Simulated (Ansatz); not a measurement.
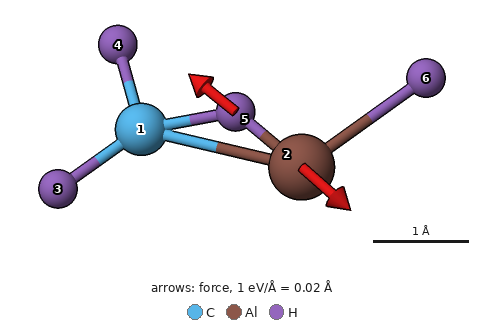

Starting geometry of CH₄Al (charge −1) with the computed forces as red arrows. The picture is a ball-and-stick view, seen at a tilt.

It is one of the separated reactants of a reaction.

Computed with RKS PBE-D4/def2-SVPD in Ansatz 0.2.0. (force threshold 0.03 eV/Å; at most 250 steps)

### What follows when this structure is relaxed?

It isn't relaxed: the largest force vector, on Al2, is 36.92 eV/Å. The final displacements follow the starting forces only in part (cosine between the two patterns 0.57). The largest move after the best rigid fit is that of H5, 1.29 Å. Largest moves by element: H 1.29 Å, Al 0.69 Å, C 0.22 Å. Among the contacts that change: Al2–H5 0.949 → 2.674 Å, C1–Al2 1.837 → 2.079 Å, Al2–H6 1.631 → 1.715 Å, C1–H5 1.060 → 1.118 Å. Bonds break: Al2–H5 (0.95 → 2.67 Å). Bond angles that change, for instance: Al2–C1–H5 22.6° → 109.9°, H3–C1–H5 143.4° → 107.4°, C1–Al2–H6 124.0° → 94.0°. The energy falls by 997.3 kJ/mol in 10 accepted moves (11 points after the start). Largest force component: 33 eV/Å at the start, 0.029 eV/Å at the end. The line search rejected the trial step at point 9 of the run.
